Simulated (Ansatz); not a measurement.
**Be18Ga: geometry relaxation (part 2 of 2)**

Continued. System: Be18Ga (slab, 19 atoms in the cell). Method: DFT PBEsol, scalar-relativistic, plane waves, PAW, no spin polarisation (Ansatz 0.2.0); cutoff 420 eV, 4×3×1 k-mesh, Fermi–Dirac smearing of 0.05 eV. The input holds or restrains some coordinates. Forces given for the steps count only the free coordinates. It belongs to a series of runs on one base structure; here: end point A relaxed.

Geometry of the input (Å; fractional positions):
```
4.5800  0.0000  0.0000
3.4350  5.9496  0.0000
0.0000  0.0000  15.5884
Be 0.0000  0.0000  0.0642
Be 0.5000  0.0000  0.0642
Be 0.0000  0.3333  0.0642
Be 0.5000  0.3333  0.0642
Be -0.0000  0.6667  0.0642
Be 0.5000  0.6667  0.0642
Be -0.1667  0.2222  0.1792
Be 0.3333  0.2222  0.1792
Be -0.1667  0.5556  0.1792
Be 0.3333  0.5556  0.1792
Be -0.1667  0.8889  0.1792
Be 0.3333  0.8889  0.1792
Be 0.0000  0.0000  0.2943
Be 0.5000  0.0000  0.2943
Be 0.0000  0.3333  0.2943
Be 0.5000  0.3333  0.2943
Be -0.0000  0.6667  0.2943
Be 0.5000  0.6667  0.2943
Ga 0.2761  0.8419  0.4188
```

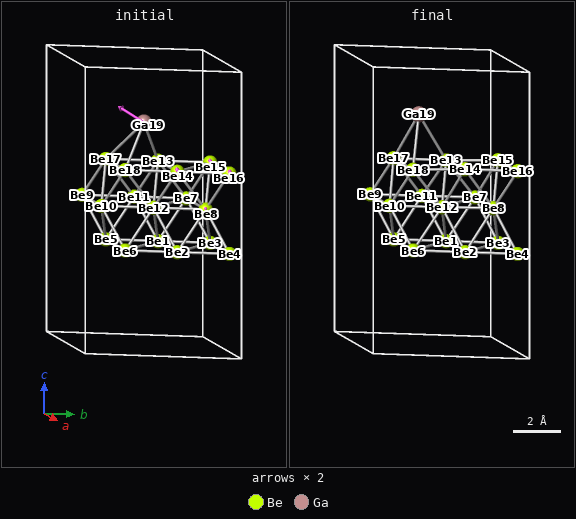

Figure 1. Before (left) and after (right) the restrained relaxation, at one scale (ball-and-stick view of the cell of the calculation, with the vacuum cut short (origin shifted), seen slightly off an axis). The pink arrows give the displacements, magnified 2 times. Ga19 moves most: 0.80 Å. Largest moves by element: Ga 0.80 Å, Be 0.12 Å. The cell stays as it was. Among the contacts that change: Be17–Ga19 2.887 → 2.574 Å, Be18–Ga19 2.243 → 2.544 Å, Be13–Ga19 2.274 → 2.542 Å, Be10–Be16 2.229 → 2.305 Å. Among the angles that change: Be13–Ga19–Be18 60.9° → 54.4°, Be13–Ga19–Be17 51.0° → 53.7°. The energy falls by 10.2 meV per atom in 8 geometry steps. The largest force component goes from 1.1 to 0.016 eV/Å. (Atoms are counted from 1 in the order of the input.)

```
SCF converged after 6 iterations
Free energy (F): -5362.738371 eV
Harris-Foulkes:  -5362.738371 eV  (|F-HF|=1.64e-8)
Internal energy: -5362.701808 eV  (E = F + TS)
E sigma→0 (E₀):  -5362.720090 eV
Entropy (-TS):   -0.036563 eV (-1.924 meV/atom)
Fermi energy:    -0.070736 eV
--- Per-component energies (eV) ---
  E_band       = -288.768742
  E_kinetic    = 457.338256
  E_local      = -7986.823180  (includes V_loc(G=0)·N_el)
  E_nonlocal   = 501.589095
  E_hartree    = 3788.083924
  E_xc         = -406.744886
  E_vxc        = -412.600626  (∫ρ·V_xc dr)
  E_paw        = -2972.586605  (= ΣΔE_a)
  E_vpaw       = -424.434599  (= ΣTr[D̂ρ^β])
  E_aug_tail   = -0.000121  (compensation charges beyond the density's cutoff)
  E_ewald      = 1255.407167
  E_core_change = 1.034542  (= ΣΔE_core)
  E_smearing   = -0.036563  (= −TS)
  E_closure    = 0.000000  (closes the sum)
  Σ components = -5362.738371   (vs F -5362.738371, Δ=0.00e0)
--- Forces (eV/Å), atoms counted from 1 ---
  atom   1  Be    -0.07012581     0.02808303    -0.03643668
  atom   2  Be     0.08584888    -0.01526935    -0.00153867
  atom   3  Be     0.04609365     0.00467051     0.08518855
  atom   4  Be    -0.04710295    -0.07334867     0.00677992
  atom   5  Be    -0.13496194     0.07233820    -0.03748575
  atom   6  Be     0.11846074    -0.01514477    -0.01425465
  atom   7  Be    -0.00048857    -0.01140935     0.00574890
  atom   8  Be    -0.00123273     0.01567912     0.00260562
  atom   9  Be    -0.00988261    -0.00212424    -0.00088968
  atom  10  Be     0.01575493    -0.00819205     0.00386156
  atom  11  Be     0.01086892     0.01080258    -0.00506885
  atom  12  Be    -0.00486970    -0.00897479     0.00571783
  atom  13  Be     0.00100327     0.00285234     0.01074551
  atom  14  Be    -0.00259350     0.00770051    -0.01011183
  atom  15  Be    -0.00165426     0.00146660     0.00014312
  atom  16  Be    -0.00175979    -0.01032424    -0.00175182
  atom  17  Be    -0.00302705    -0.00066598    -0.01237812
  atom  18  Be    -0.00349188    -0.00003638     0.01520610
  atom  19  Ga     0.00315473     0.00188931    -0.01594614
  max |Σ_I F_I| component: 1.35e-4 eV/Å
--- Relaxed structure (9 steps of the walk, 9 accepted, 0 SCFs on fresh bases) ---
  F+E_penalty+E_count = -5362.73837123 eV   max|allowed force component| = 1.595e-2 eV/Å
  atoms:
    - { symbol: Be, position: [0.0, 0.0, 0.0641501] }
    - { symbol: Be, position: [0.5, 0.0, 0.0641501] }
    - { symbol: Be, position: [2.7755575615628914e-17, 0.33333330000000005, 0.0641501] }
    - { symbol: Be, position: [0.5, 0.33333330000000005, 0.0641501] }
    - { symbol: Be, position: [0.0, 0.6666667, 0.0641501] }
    - { symbol: Be, position: [0.5000000000000001, 0.6666667, 0.0641501] }
    - { symbol: Be, position: [-0.1706961161735493, 0.22840506791111836, 0.18188361820659474] }
    - { symbol: Be, position: [0.3344569001979301, 0.22077808845748143, 0.18315929991457128] }
    - { symbol: Be, position: [-0.16368411915612752, 0.5551417491193881, 0.18104317291411973] }
    - { symbol: Be, position: [0.32954278842409324, 0.5577695313305077, 0.17967070450753583] }
    - { symbol: Be, position: [-0.16995716581510667, 0.8878617921572084, 0.18126328926562063] }
    - { symbol: Be, position: [0.3359728857594594, 0.8914920799363876, 0.18075865881292252] }
    - { symbol: Be, position: [-0.004762100877753224, 0.0027274653692353056, 0.2947953614914507] }
    - { symbol: Be, position: [0.499832686703423, -0.0022874319346605056, 0.3016564071087004] }
    - { symbol: Be, position: [0.00012773203376872933, 0.33220296288272816, 0.30055459498271614] }
    - { symbol: Be, position: [0.4952983216450606, 0.33633436414707313, 0.30097348440825833] }
    - { symbol: Be, position: [-0.0032115187032817905, 0.6657358992496712, 0.29605355837559116] }
    - { symbol: Be, position: [0.5026360752010824, 0.664354917781126, 0.29513006168122097] }
    - { symbol: Ga, position: [0.17116974085117476, 0.7839858452839847, 0.4347927919838913] }
```

### Trajectory as extended XYZ (Å, eV, eV/Å), 9 frames, from step=1 to step=9
```
19
Lattice="4.5800 0.0000 0.0000 3.4350 5.9496 0.0000 0.0000 0.0000 15.5884" Properties=species:S:1:pos:R:3:forces:R:3 step=1 energy=-5362.54413
Be    0.0000    0.0000    1.0000   -0.0965   0.0138  -0.0684
Be    2.2900    0.0000    1.0000    0.1010  -0.0065  -0.1191
Be    1.1450    1.9832    1.0000    0.0423   0.0622  -0.0548
Be    3.4350    1.9832    1.0000   -0.0550  -0.0707  -0.0522
Be    2.2900    3.9664    1.0000   -0.0726  -0.0173  -0.0832
Be    4.5800    3.9664    1.0000    0.0603  -0.0128  -0.0798
Be    0.0000    1.3221    2.7942    0.0270   0.0419   0.0442
Be    2.2900    1.3221    2.7942    0.0088   0.0649   0.0468
Be    1.1450    3.3053    2.7942    0.1176   0.0545   0.0483
Be    3.4350    3.3053    2.7942    0.0090  -0.0362  -0.0811
Be    2.2900    5.2885    2.7942   -0.0006  -0.0333   0.0224
Be    4.5800    5.2885    2.7942    0.0487   0.0018   0.0420
Be    0.0000    0.0000    4.5884   -0.2982   0.4025  -0.6602
Be    2.2900    0.0000    4.5884    0.0181   0.0318   0.0853
Be    1.1450    1.9832    4.5884   -0.0049  -0.1049   0.2132
Be    3.4350    1.9832    4.5884   -0.0636  -0.0279   0.2005
Be    2.2900    3.9664    4.5884   -0.0021   0.0527   0.2026
Be    4.5800    3.9664    4.5884    0.1510  -0.4627  -0.7734
Ga    4.1566    5.0089    6.5284    0.0094   0.0462   1.0684
19
Lattice="4.5800 0.0000 0.0000 3.4350 5.9496 0.0000 0.0000 0.0000 15.5884" Properties=species:S:1:pos:R:3:forces:R:3 step=2 energy=-5362.66122
Be    0.0000    0.0000    1.0000   -0.1135   0.0191  -0.0598
Be    2.2900    0.0000    1.0000    0.1187  -0.0111  -0.0856
Be    1.1450    1.9832    1.0000    0.0508   0.0576  -0.0151
Be    3.4350    1.9832    1.0000   -0.0644  -0.0895  -0.0221
Be    2.2900    3.9664    1.0000   -0.0790   0.0043  -0.0515
Be    4.5800    3.9664    1.0000    0.0864  -0.0167  -0.0726
Be    0.0002    1.3332    2.8081   -0.0018   0.0530   0.0209
Be    2.2891    1.3274    2.8145    0.0214  -0.0157   0.0126
Be    1.1591    3.3063    2.8087    0.0599   0.0442   0.0196
Be    3.4340    3.3012    2.7984   -0.0468   0.0135  -0.0472
Be    2.2864    5.2865    2.8039   -0.0270  -0.0525   0.0184
Be    4.5826    5.2908    2.8005    0.0273   0.0292   0.0278
Be   -0.0214    0.0152    4.5741   -0.1192   0.1501  -0.3069
Be    2.2761   -0.0031    4.6152    0.0400   0.0000   0.0500
Be    1.1376    1.9734    4.6336   -0.0049  -0.0361   0.0918
Be    3.4190    1.9823    4.6300   -0.0021   0.0143   0.0959
Be    2.2873    3.9713    4.6264   -0.0128   0.0082   0.0772
Be    4.5765    3.9483    4.5707    0.0758  -0.1881  -0.3658
Ga    4.1333    4.9998    6.6026   -0.0089   0.0163   0.6113
19
Lattice="4.5800 0.0000 0.0000 3.4350 5.9496 0.0000 0.0000 0.0000 15.5884" Properties=species:S:1:pos:R:3:forces:R:3 step=3 energy=-5362.72590
Be    0.0000    0.0000    1.0000   -0.1443   0.0357  -0.0160
Be    2.2900    0.0000    1.0000    0.1412  -0.0355  -0.0275
Be    1.1450    1.9832    1.0000    0.0576   0.0515   0.0559
Be    3.4350    1.9832    1.0000   -0.0599  -0.0889   0.0275
Be    2.2900    3.9664    1.0000   -0.1086   0.0503  -0.0160
Be    4.5800    3.9664    1.0000    0.1130  -0.0067  -0.0349
Be   -0.0013    1.3547    2.8310   -0.0026   0.0048  -0.0008
Be    2.2956    1.3245    2.8416   -0.0054  -0.0356  -0.0024
Be    1.1698    3.3150    2.8296   -0.0114  -0.0155  -0.0070
Be    3.4212    3.3096    2.8072   -0.0162   0.0147  -0.0065
Be    2.2792    5.2787    2.8247   -0.0217  -0.0095   0.0074
Be    4.5869    5.3044    2.8189    0.0189   0.0177  -0.0335
Be   -0.0291    0.0200    4.5853    0.0167   0.0039   0.0204
Be    2.2801   -0.0074    4.6656   -0.0098  -0.0096   0.0118
Be    1.1374    1.9683    4.6857    0.0053   0.0164  -0.0102
Be    3.4186    1.9931    4.6830    0.0020  -0.0025   0.0066
Be    2.2827    3.9724    4.6738    0.0211   0.0172  -0.0015
Be    4.5736    3.9461    4.5766    0.0197  -0.0037   0.0142
Ga    4.0892    4.9766    6.7785   -0.0157  -0.0047   0.0101
19
Lattice="4.5800 0.0000 0.0000 3.4350 5.9496 0.0000 0.0000 0.0000 15.5884" Properties=species:S:1:pos:R:3:forces:R:3 step=4 energy=-5362.72697
Be    0.0000    0.0000    1.0000   -0.1495   0.0365  -0.0117
Be    2.2900    0.0000    1.0000    0.1501  -0.0371  -0.0270
Be    1.1450    1.9832    1.0000    0.0583   0.0453   0.0619
Be    3.4350    1.9832    1.0000   -0.0580  -0.0857   0.0320
Be    2.2900    3.9664    1.0000   -0.1114   0.0551  -0.0127
Be    4.5800    3.9664    1.0000    0.1142  -0.0119  -0.0311
Be   -0.0013    1.3555    2.8327    0.0047   0.0084  -0.0018
Be    2.2961    1.3197    2.8433   -0.0019  -0.0113   0.0005
Be    1.1699    3.3130    2.8300    0.0016  -0.0071  -0.0003
Be    3.4199    3.3113    2.8079   -0.0025   0.0045  -0.0019
Be    2.2778    5.2774    2.8278   -0.0115  -0.0009   0.0003
Be    4.5897    5.3062    2.8169    0.0063   0.0038  -0.0078
Be   -0.0249    0.0220    4.5898    0.0119  -0.0071   0.0087
Be    2.2807   -0.0087    4.6723    0.0043   0.0020   0.0064
Be    1.1417    1.9715    4.6867   -0.0007  -0.0016  -0.0045
Be    3.4214    1.9933    4.6872    0.0032   0.0089  -0.0026
Be    2.2897    3.9761    4.6766   -0.0074  -0.0065  -0.0071
Be    4.5793    3.9459    4.5799    0.0039   0.0123   0.0159
Ga    4.0675    4.9660    6.7902   -0.0157  -0.0076  -0.0167
19
Lattice="4.5800 0.0000 0.0000 3.4350 5.9496 0.0000 0.0000 0.0000 15.5884" Properties=species:S:1:pos:R:3:forces:R:3 step=5 energy=-5362.72847
Be    0.0000    0.0000    1.0000   -0.1500   0.0361  -0.0123
Be    2.2900    0.0000    1.0000    0.1526  -0.0361  -0.0289
Be    1.1450    1.9832    1.0000    0.0628   0.0391   0.0669
Be    3.4350    1.9832    1.0000   -0.0595  -0.0818   0.0287
Be    2.2900    3.9664    1.0000   -0.1161   0.0604  -0.0138
Be    4.5800    3.9664    1.0000    0.1191  -0.0162  -0.0265
Be   -0.0002    1.3572    2.8329    0.0070   0.0080  -0.0006
Be    2.2966    1.3151    2.8446   -0.0037   0.0092   0.0079
Be    1.1703    3.3104    2.8298    0.0046   0.0010   0.0048
Be    3.4192    3.3131    2.8074    0.0072  -0.0002  -0.0012
Be    2.2753    5.2767    2.8295   -0.0004   0.0002  -0.0039
Be    4.5925    5.3078    2.8145   -0.0001  -0.0078   0.0137
Be   -0.0214    0.0231    4.5908    0.0064  -0.0054  -0.0062
Be    2.2817   -0.0091    4.6794    0.0047   0.0013   0.0061
Be    1.1444    1.9726    4.6864   -0.0013  -0.0032  -0.0015
Be    3.4239    1.9954    4.6888   -0.0015   0.0072  -0.0047
Be    2.2918    3.9769    4.6757   -0.0160  -0.0145  -0.0187
Be    4.5833    3.9469    4.5818   -0.0001   0.0122   0.0075
Ga    3.9990    4.9319    6.7917   -0.0158  -0.0094  -0.0172
19
Lattice="4.5800 0.0000 0.0000 3.4350 5.9496 0.0000 0.0000 0.0000 15.5884" Properties=species:S:1:pos:R:3:forces:R:3 step=6 energy=-5362.73249
Be    0.0000    0.0000    1.0000   -0.1357   0.0347  -0.0171
Be    2.2900    0.0000    1.0000    0.1430  -0.0291  -0.0260
Be    1.1450    1.9832    1.0000    0.0701   0.0265   0.0759
Be    3.4350    1.9832    1.0000   -0.0634  -0.0762   0.0177
Be    2.2900    3.9664    1.0000   -0.1247   0.0694  -0.0219
Be    4.5800    3.9664    1.0000    0.1286  -0.0196  -0.0186
Be    0.0024    1.3618    2.8322    0.0043  -0.0021   0.0025
Be    2.2959    1.3099    2.8489   -0.0028   0.0253   0.0092
Be    1.1709    3.3062    2.8281   -0.0029   0.0067   0.0035
Be    3.4197    3.3163    2.8041    0.0172  -0.0034   0.0021
Be    2.2707    5.2758    2.8299    0.0160   0.0062  -0.0073
Be    4.5977    5.3089    2.8126   -0.0085  -0.0175   0.0245
Be   -0.0167    0.0246    4.5869    0.0012  -0.0053   0.0000
Be    2.2820   -0.0111    4.6934    0.0070   0.0062  -0.0068
Be    1.1469    1.9744    4.6848   -0.0047  -0.0037   0.0023
Be    3.4257    1.9994    4.6891   -0.0003   0.0011  -0.0020
Be    2.2906    3.9748    4.6633   -0.0233  -0.0196  -0.0326
Be    4.5885    3.9486    4.5829   -0.0064   0.0098   0.0115
Ga    3.8253    4.8434    6.7859   -0.0147  -0.0092  -0.0169
19
Lattice="4.5800 0.0000 0.0000 3.4350 5.9496 0.0000 0.0000 0.0000 15.5884" Properties=species:S:1:pos:R:3:forces:R:3 step=7 energy=-5362.73629
Be    0.0000    0.0000    1.0000   -0.1069   0.0314  -0.0256
Be    2.2900    0.0000    1.0000    0.1190  -0.0212  -0.0176
Be    1.1450    1.9832    1.0000    0.0651   0.0136   0.0811
Be    3.4350    1.9832    1.0000   -0.0609  -0.0751   0.0087
Be    2.2900    3.9664    1.0000   -0.1305   0.0714  -0.0322
Be    4.5800    3.9664    1.0000    0.1291  -0.0196  -0.0159
Be    0.0034    1.3625    2.8326   -0.0005  -0.0089   0.0005
Be    2.2933    1.3095    2.8528    0.0002   0.0218   0.0011
Be    1.1672    3.3031    2.8251   -0.0109   0.0075  -0.0014
Be    3.4222    3.3174    2.8009    0.0153  -0.0040   0.0057
Be    2.2696    5.2767    2.8274    0.0171   0.0144  -0.0045
Be    4.6004    5.3066    2.8137   -0.0101  -0.0132   0.0171
Be   -0.0151    0.0239    4.5860    0.0030  -0.0186   0.0148
Be    2.2806   -0.0125    4.6997    0.0079   0.0030  -0.0109
Be    1.1448    1.9750    4.6834   -0.0017  -0.0003   0.0042
Be    3.4246    2.0000    4.6897    0.0005   0.0035  -0.0024
Be    2.2830    3.9689    4.6408   -0.0177  -0.0173  -0.0298
Be    4.5886    3.9485    4.5866   -0.0117   0.0156   0.0226
Ga    3.6505    4.7534    6.7774   -0.0064  -0.0040  -0.0152
19
Lattice="4.5800 0.0000 0.0000 3.4350 5.9496 0.0000 0.0000 0.0000 15.5884" Properties=species:S:1:pos:R:3:forces:R:3 step=8 energy=-5362.73629
Be    0.0000    0.0000    1.0000   -0.1069   0.0314  -0.0257
Be    2.2900    0.0000    1.0000    0.1190  -0.0211  -0.0177
Be    1.1450    1.9832    1.0000    0.0652   0.0136   0.0810
Be    3.4350    1.9832    1.0000   -0.0609  -0.0751   0.0087
Be    2.2900    3.9664    1.0000   -0.1305   0.0714  -0.0323
Be    4.5800    3.9664    1.0000    0.1291  -0.0196  -0.0160
Be    0.0034    1.3625    2.8326   -0.0005  -0.0089   0.0004
Be    2.2933    1.3095    2.8528    0.0002   0.0219   0.0011
Be    1.1672    3.3031    2.8251   -0.0108   0.0075  -0.0014
Be    3.4222    3.3174    2.8009    0.0153  -0.0040   0.0056
Be    2.2696    5.2767    2.8274    0.0172   0.0144  -0.0045
Be    4.6004    5.3066    2.8137   -0.0101  -0.0132   0.0171
Be   -0.0151    0.0239    4.5860    0.0030  -0.0187   0.0148
Be    2.2806   -0.0125    4.6997    0.0079   0.0030  -0.0109
Be    1.1448    1.9750    4.6834   -0.0016  -0.0003   0.0043
Be    3.4246    2.0000    4.6897    0.0005   0.0034  -0.0024
Be    2.2830    3.9689    4.6408   -0.0177  -0.0172  -0.0298
Be    4.5886    3.9485    4.5866   -0.0117   0.0157   0.0226
Ga    3.6505    4.7534    6.7774   -0.0064  -0.0040  -0.0153
19
Lattice="4.5800 0.0000 0.0000 3.4350 5.9496 0.0000 0.0000 0.0000 15.5884" Properties=species:S:1:pos:R:3:forces:R:3 step=9 energy=-5362.73837
Be    0.0000    0.0000    1.0000   -0.0701   0.0281  -0.0364
Be    2.2900    0.0000    1.0000    0.0858  -0.0153  -0.0015
Be    1.1450    1.9832    1.0000    0.0461   0.0047   0.0852
Be    3.4350    1.9832    1.0000   -0.0471  -0.0733   0.0068
Be    2.2900    3.9664    1.0000   -0.1350   0.0723  -0.0375
Be    4.5800    3.9664    1.0000    0.1185  -0.0151  -0.0143
Be    0.0028    1.3589    2.8353   -0.0005  -0.0114   0.0057
Be    2.2902    1.3135    2.8552   -0.0012   0.0157   0.0026
Be    1.1572    3.3029    2.8222   -0.0099  -0.0021  -0.0009
Be    3.4252    3.3185    2.8008    0.0158  -0.0082   0.0039
Be    2.2714    5.2824    2.8256    0.0109   0.0108  -0.0051
Be    4.6010    5.3040    2.8177   -0.0049  -0.0090   0.0057
Be   -0.0124    0.0162    4.5954    0.0010   0.0029   0.0107
Be    2.2814   -0.0136    4.7024   -0.0026   0.0077  -0.0101
Be    1.1417    1.9765    4.6852   -0.0017   0.0015   0.0001
Be    3.4238    2.0011    4.6917   -0.0018  -0.0103  -0.0018
Be    2.2721    3.9609    4.6150   -0.0030  -0.0007  -0.0124
Be    4.5841    3.9526    4.6006   -0.0035   0.0000   0.0152
Ga    3.4769    4.6644    6.7777    0.0032   0.0019  -0.0159
```

### Results in brief

```json
{"quantity": "outcome", "value": "converged under the restraints of the input"}
{"quantity": "electrons treated", "value": "49"}
{"quantity": "free energy", "value": "−5362.7384 eV"}
{"quantity": "Fermi energy", "value": "−0.071 eV"}
{"quantity": "final volume", "value": "424.77 Å³"}
{"quantity": "largest force (length of the vector) at the end, held atoms and coordinates included", "value": "0.158 eV/Å"}
{"quantity": "wall time", "value": "54 s"}
{"quantity": "peak memory", "value": "0.55 GiB"}
```
